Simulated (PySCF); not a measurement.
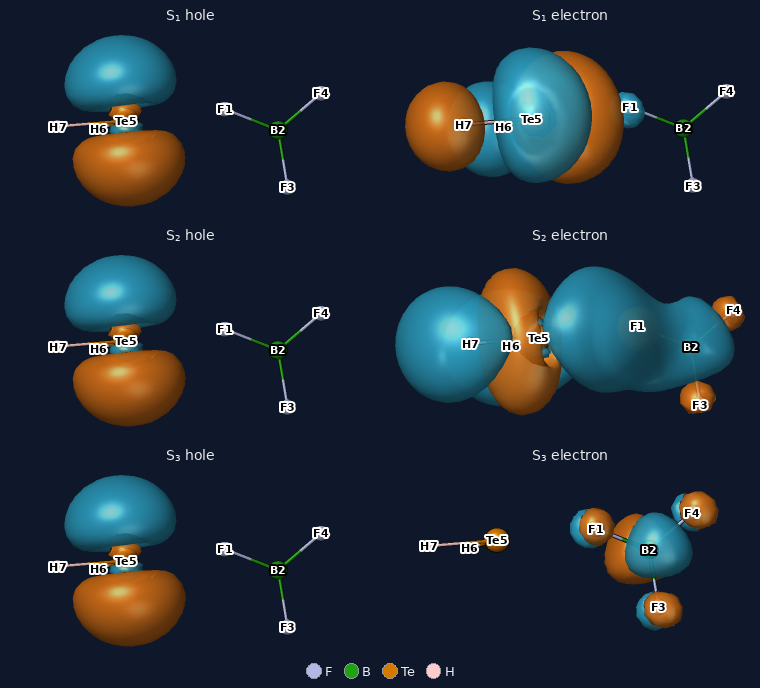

Figure. BF3H2Te, SMILES `FB(F)F.[TeH2]`. Leading natural transition orbitals (TDA singlet states).

PySCF calculation, B3LYP/def2-SVP, gas phase; geometry: an unrelaxed start of a pair search. Core potentials replace the inner electrons of Te; spin–orbit coupling isn't included. Without diffuse functions Rydberg states are missing, so the states' numbers hold for this basis only.

Input script:

```python
import numpy as np
from pyscf import gto, scf, dft, tdscf
from pyscf.scf import atom_ks, atom_hf
from scipy.linalg import block_diag

def solve(mol, dm0=None, hcore=None):
    mf = (dft.UKS if mol.spin else dft.RKS)(mol, xc='b3lyp')
    mf.grids.level = 3
    mf = mf.density_fit(auxbasis='def2-universal-jkfit')
    mf.conv_tol, mf.max_cycle = 1e-8, 80
    if hcore is not None:
        mf.get_hcore = lambda *args: hcore
    mf.kernel(dm0)
    if not mf.converged:
        mf = mf.newton().run(mf.mo_coeff, mf.mo_occ, max_cycle=30)
    assert mf.converged, 'SCF not converged'
    return mf

mol = gto.M(atom='''
F     -1.43195     0.42148     0.44280
B     -2.60121    -0.00397     0.05245
F     -2.82625    -1.27915    -0.03909
F     -3.53148     0.85003    -0.24873
Te     1.51485     0.00718    -0.06691
H      1.22707    -0.09608     1.54490
H      3.11394    -0.18859     0.27746
''', basis='def2-svp', ecp={'Te': 'def2-svp'}, charge=0, spin=0, verbose=4)
mf = solve(mol)
td = mf.TDA()
td.nstates, td.singlet, td.conv_tol = 5, True, 1e-5
td.kernel()
td.analyze()
x, y = np.array([p[0] for p in td.xy]), np.array([p[1] + 0 * p[0] for p in td.xy])
f, mu = td.oscillator_strength(), td.transition_dipole()
nto = [td.get_nto(state=i + 1, verbose=4) for i in range(len(td.e))]
# spherically averaged free atoms, for the promolecule
atom_ks.AtomSphAverageRKS.init_guess_by_vsap = lambda self, mol=None: self.init_guess_by_minao(mol)  # core potentials
atm = atom_ks.get_atm_nrks(mol, xc='b3lyp')
pro = block_diag(*[(atm[a[0]][2] * atm[a[0]][3]) @ atm[a[0]][2].T for a in mol._atom])
np.savez('result.npz', e=td.e, f=f, ok=td.converged, w=[n[0] for n in nto], nto=[n[1] for n in nto], x=x, y=y, c=mf.mo_coeff, occ=mf.mo_occ, eps=mf.mo_energy, pro=pro, mu=mu)
```

Command:

```sh
OMP_NUM_THREADS=1 python input.py
```

The run took 2.5 min on 1 thread of AMD EPYC (Zen 3) (shared host), peak memory 0.53 GiB.

Q: Describe these excited states.

A: By state:
- S₁: 4.35 eV (285 nm), f = 0.000 (dark); the leading pair carries 100 %; hole on Te5 (93 %), electron on Te5 (64 %), H6 (17 %) and H7 (14 %); their centroids lie 0.1 Å apart.
- S₂: 5.52 eV (225 nm), f = 0.000 (very weak); the leading pair carries 100 %; hole on Te5 (93 %), electron on Te5 (48 %), H6 and H7 (18 % each) and B2 (9 %); their centroids lie 0.5 Å apart.
- S₃: 6.04 eV (205 nm), f = 0.001 (very weak), charge transfer, whose energy this functional puts too low; the leading pair carries 100 %; hole on Te5 (93 %), electron on B2 (58 %) and F1, F3 and F4 (13 % each); their centroids lie 4.1 Å apart.
